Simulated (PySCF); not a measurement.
**C2H2FGe (SMILES C#[C][GeH][F]) at U-r2SCAN/cc-pVDZ**

What is the energy change on altering one bond length of C2H2FGe at U-r2SCAN/cc-pVDZ? Input form: a Python script.

Program for the calculation: PySCF 2.14.0.

2 further runs of the same task are left out: 2 set aside as unsound or not needed.

### Step 1. The molecule

The species is C2H2FGe (6 atoms), meant as a doublet with charge 0. SMILES: `C#[C][GeH][F]`. The shape is that of a PBE0-D4/def2-TZVP optimisation.

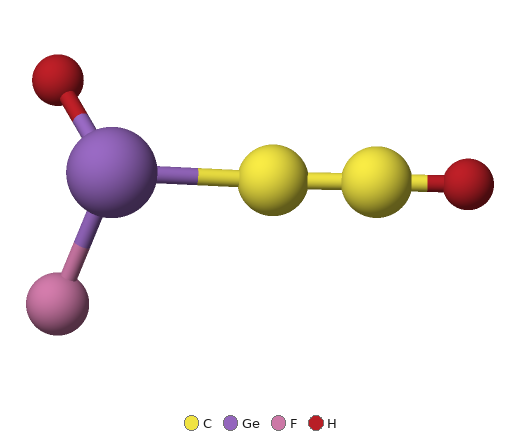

The structure, seen from a chosen angle (carbon yellow, germanium purple, fluorine pink, hydrogen red).

### Step 2. The energy at U-r2SCAN/cc-pVDZ

Contents of calc.py:

```python
# C#[C][GeH][F]
from pyscf import gto, dft

system = gto.M(
    atom='''
C     -0.489817     0.140785    -3.342926
C      0.011716     0.065385    -1.117584
Ge     1.249298    -0.039873     2.230633
F     -0.041196    -2.725741     3.627518
H     -0.976799     0.202201    -5.297469
H      0.325978     2.236302     3.812711
''',
    max_memory=1860,
    verbose=4,
    unit='bohr',
    basis='cc-pvdz',
    spin=1,
)

myscf = dft.UKS(system, xc='r2scan')
myscf.conv_tol = 1e-10
myscf.grids.level = 5
myscf.kernel()
if not myscf.converged:
    myscf = myscf.newton().run(myscf.mo_coeff, myscf.mo_occ)

e_tot = myscf.e_tot
print('Final energy', e_tot)
```

Launch:

```console
OMP_NUM_THREADS=1 python calc.py
```

The log of the run:

```text
PySCF version 2.14.0

[INPUT] num. atoms = 6
[INPUT] num. electrons = 55
[INPUT] charge = 0
[INPUT] spin (= nelec alpha-beta = 2S) = 1
[INPUT] symmetry False subgroup None
[INPUT] Mole.unit = bohr
[INPUT] Symbol           X                Y                Z      unit          X                Y                Z       unit  Magmom
[INPUT]  1 C     -0.259199993921   0.074500213639  -1.769000256992 AA   -0.489817000000   0.140785000000  -3.342926000000 Bohr   0.0
[INPUT]  2 C      0.006199840203   0.034600251936  -0.591399984089 AA    0.011716000000   0.065385000000  -1.117584000000 Bohr   0.0
[INPUT]  3 Ge     0.661100031248  -0.021099882931   1.180400149526 AA    1.249298000000  -0.039873000000   2.230633000000 Bohr   0.0
[INPUT]  4 F     -0.021799984381  -1.442400020070   1.919599857802 AA   -0.041196000000  -2.725741000000   3.627518000000 Bohr   0.0
[INPUT]  5 H     -0.516899770449   0.107000161225  -2.803299870355 AA   -0.976799000000   0.202201000000  -5.297469000000 Bohr   0.0
[INPUT]  6 H      0.172500128861   1.183400055135   2.017599773024 AA    0.325978000000   2.236302000000   3.812711000000 Bohr   0.0

nuclear repulsion = 231.057586146129
number of shells = 27
number of NR pGTOs = 169
number of NR cGTOs = 79
basis = cc-pvdz
ecp = {}

[... 37 lines left out ...]
WARN: HOMO -0.197838002602872 >= LUMO -0.197838002602873
[... 62 lines left out ...]
converged SCF energy = -2254.05523726813  <S^2> = 0.75483488  2S+1 = 2.004829
Final energy -2254.055237268126
```

It took 71 s on 1 thread of Arm Neoverse V2, shared host; peak memory 0.47 GiB.

### Step 3. The distorted shape

Contents of run.py:

```python
from pyscf import gto, dft

molecule = gto.M(
    atom='''
C       -0.112633      -0.286817      -2.020137
C        0.152767      -0.326717      -0.842537
Ge       0.807667      -0.382417       0.929263
F        0.124767      -1.803717       1.668463
H       -0.370333      -0.254317      -3.054437
H        0.172500       1.183400       2.017600
''',
    basis='cc-pvdz',
    spin=1,
    max_memory=1860,
    verbose=3,
)

mf = dft.UKS(molecule, xc='r2scan')
mf.grids.level = 5
mf.conv_tol = 1e-10
mf.kernel()
if not mf.converged:
    mf = mf.newton().run(mf.mo_coeff, mf.mo_occ)

energy = mf.e_tot
print(f'total energy: {energy:.8f} hartree')
```

Launch:

```console
OMP_NUM_THREADS=1 python run.py
```

The log of the run:

```text
WARN: HOMO -0.201760783740747 >= LUMO -0.201760783740744

converged SCF energy = -2254.02462763614  <S^2> = 0.76804066  2S+1 = 2.01796
total energy: -2254.02462764 hartree
```

It took 71 s on 1 thread of Arm Neoverse V2, shared host; peak memory 0.47 GiB.

### Step 4. What came out

Level: U-r2SCAN/cc-pVDZ.

| quantity | value |
| --- | --- |
| first shape: total energy | -2254.05524 Eh |
| first shape: dipole moment | 2.16 D |
| first shape: HOMO energy (highest over α and β) | -5.86 eV |
| first shape: LUMO energy (lowest over α and β) | -3.85 eV |
| first shape: ⟨S²⟩ | 0.755 |
| distorted shape: total energy | -2254.02463 Eh |
| distorted shape: dipole moment | 2.27 D |
| distorted shape: HOMO energy (highest over α and β) | -6.11 eV |
| distorted shape: LUMO energy (lowest over α and β) | -4.21 eV |
| distorted shape: ⟨S²⟩ | 0.768 |
| energy change with the Ge3–H6 bond stretched from 1.546 to 2.010 Å | 0.833 eV |

What this shows: With the Ge3–H6 bond stretched from 1.546 to 2.010 Å the energy rises by 0.83 eV (80.4 kJ/mol). The first shape isn't relaxed at this level, so the change isn't measured from a minimum. Mulliken charges (first shape) run from -0.35 on F4 to +0.51 on Ge3. Mulliken charges (distorted shape) run from -0.35 on F4 to +0.50 on Ge3; they depend strongly on the basis.
